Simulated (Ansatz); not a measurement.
**Two runs on CH3Si**

System: CH3Si, charge +1.
Method of the first run: RHF-CCSD(T), frozen core/def2-TZVPP (Ansatz 0.2.0).

The geometry: displaced from a GFN2-xTB structure. Text and figures count atoms from 1; the logs count them from 0 in places.

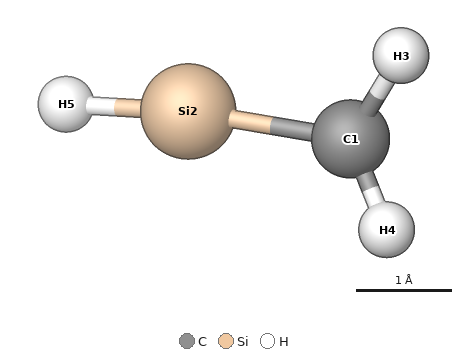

Fig. 1: The input geometry (ball-and-stick view, seen at a tilt; atoms are numbered from 1 in the order of the input). Bond lengths as drawn: C–H 1.03 to 1.20 Å, C–Si 1.84 Å and H–Si 1.43 Å.

Input, the first run:
```yaml
crystal:
  periodic: [false, false, false]
  atoms:
    - {symbol: C, position_ang: [-0.255800, -0.717500, -0.005000]}
    - {symbol: Si, position_ang: [0.421600, 0.995800, -0.103100]}
    - {symbol: H, position_ang: [-0.473900, -1.178500, 1.077800]}
    - {symbol: H, position_ang: [-0.727600, -1.156900, -0.813600]}
    - {symbol: H, position_ang: [1.011700, 2.272600, -0.364600]}
basis:
  gaussian: {orbitals: def2-TZVPP}
total_charge: 1
correlation: {method: ccsd_t}
output: {forces: true}
```

Hardware: 4 CPU threads, shared host.

Output (the first run):
```
Functional definition: HF
  exchange = exact_x
  correlation = 0
665 factors; integrals over basis functions are off by at most 1.0e-3 eV
mean field evaluation 1: about -8920.1721 eV, gradient 5.4e1 eV
mean field evaluation 2: about -8920.1750 eV, gradient 5.4e1 eV
mean field evaluation 4: about -8928.8801 eV, gradient 4.7e0 eV
mean field evaluation 8: about -8929.0639 eV, gradient 4.2e-1 eV
mean field evaluation 16: about -8920.1726 eV, gradient 5.4e1 eV
mean field evaluation 32: about -8926.5745 eV, gradient 8.8e0 eV
mean field evaluation 64: about -8926.7726 eV, gradient 9.7e0 eV
mean field -8929.06653285 eV, -328.1371427436 hartree, gradient 2.7e-6 eV, S^2 0.000000; 0 other end points of the search recorded, 0 dependent functions left out; unrestricted orbitals would lower it
6 core orbitals not correlated: weight in the atoms' cores, before any rotation towards them, 1.000 or more for the frozen orbitals, at most 0.000 for the correlated occupied ones
reference -8929.06653285 eV, -328.1371427436 hartree; 5, 5 occupied and 104, 104 virtual orbitals, 665 factors
second order -7.22874903 eV of doubles, -0.00000000 eV of singles
cycle   1  -7.53981039 eV  change   -3.1e-1 eV  update   9.1e-2
cycle   2  -7.85233064 eV  change   -3.1e-1 eV  update   3.6e-2
cycle   3  -7.94904352 eV  change   -9.7e-2 eV  update   1.9e-2
cycle   4  -7.94834392 eV  change    7.0e-4 eV  update   5.3e-3
cycle   5  -7.94909518 eV  change   -7.5e-4 eV  update   2.1e-3
cycle   6  -7.94902679 eV  change    6.8e-5 eV  update   8.1e-4
cycle   7  -7.94914524 eV  change   -1.2e-4 eV  update   3.6e-4
cycle   8  -7.94926189 eV  change   -1.2e-4 eV  update   2.2e-4
cycle   9  -7.94919208 eV  change    7.0e-5 eV  update   1.3e-4
cycle  10  -7.94913243 eV  change    6.0e-5 eV  update   7.4e-5
cycle  11  -7.94917349 eV  change   -4.1e-5 eV  update   4.6e-5
cycle  12  -7.94916506 eV  change    8.4e-6 eV  update   3.0e-5
cycle  13  -7.94918564 eV  change   -2.1e-5 eV  update   1.4e-5
cycle  14  -7.94917539 eV  change    1.0e-5 eV  update   4.9e-6
cycle  15  -7.94917430 eV  change    1.1e-6 eV  update   1.6e-6
perturbative correction -0.43478834 eV, -0.0159781766 hartree
the calculation of the forces begins
Total energy: -8937.45049549 eV, -328.4452476876 hartree
Atom 0 at    -0.255800    -0.717500    -0.005000 Å, force     1.666124     2.794772     4.250808 eV/Å
Atom 1 at     0.421600     0.995800    -0.103100 Å, force    -2.235633    -4.002279     0.113220 eV/Å
Atom 2 at    -0.473900    -1.178500     1.077800 Å, force     0.727323     1.204765    -2.430014 eV/Å
Atom 3 at    -0.727600    -1.156900    -0.813600 Å, force    -0.827188    -0.672559    -1.885644 eV/Å
Atom 4 at     1.011700     2.272600    -0.364600 Å, force     0.669375     0.675301    -0.048371 eV/Å
Dipole moment:     0.154528     0.371971     0.019780 e Å
```

The input of the second run differs as follows (lines with − go, lines with + come):
```diff
-correlation: {method: ccsd_t}
-output: {forces: true}
+hamiltonian: {xc: pbe0, dispersion: d4}
+output: {forces: true, orbitals: {seedname: orbitals}}
```

What does this change do to the results?

The total energies belong to different models, so their difference says nothing on which is more stable or more accurate. The largest force goes from 5.353 to 5.920 eV/Å.

Output (the second run):
```
Functional definition: PBE0
  parameter a = 0.25
  parameter kappa = 0.804
  parameter beta = 0.06672455060314922
  exchange = (1 - a)*pbe_x(kappa = kappa, mu = beta*pi^2/3) + a*exact_x
  correlation = pbe_c(beta = beta)
648 factors; their error is unknown
mean field evaluation 1: about -8926.8278 eV, gradient 8.6e1 eV
mean field evaluation 2: about -8821.1764 eV, gradient 1.5e2 eV
mean field evaluation 4: about -8946.7924 eV, gradient 9.8e0 eV
mean field evaluation 8: about -8947.0833 eV, gradient 6.1e-2 eV
mean field evaluation 16: about -8947.0973 eV, gradient 8.2e-5 eV
mean field -8947.09734081 eV, -328.7997627142 hartree, gradient 2.1e-5 eV, S^2 0.000000; 0 other end points of the search recorded, 0 dependent functions left out
the calculation of the forces begins
reference -8947.09736640 eV, -328.7997636549 hartree; 11, 11 occupied and 104, 104 virtual orbitals, 648 factors
Total energy: -8947.13660914 eV, -328.8012057987 hartree
Atom 0 at    -0.255800    -0.717500    -0.005000 Å, force     1.933446     3.599408     4.283962 eV/Å
Atom 1 at     0.421600     0.995800    -0.103100 Å, force    -2.528092    -4.867571     0.145606 eV/Å
Atom 2 at    -0.473900    -1.178500     1.077800 Å, force     0.740457     1.201679    -2.451259 eV/Å
Atom 3 at    -0.727600    -1.156900    -0.813600 Å, force    -0.835155    -0.707499    -1.926896 eV/Å
Atom 4 at     1.011700     2.272600    -0.364600 Å, force     0.689344     0.773983    -0.051413 eV/Å
Dipole moment:     0.160615     0.399556     0.021681 e Å
```

The two runs side by side:

| quantity | the first run | the second run |
| --- | --- | --- |
| outcome | converged | converged |
| total energy (hartree) | −328.445248 | −328.801206 |
| largest force (eV/Å) | 5.353 | 5.920 |
| basis functions | 115 | 115 |
| HOMO (eV) | – | −13.09 |
| LUMO (eV) | – | −9.74 |
| wall time (shared host) | 6.5 s | 0.7 s |
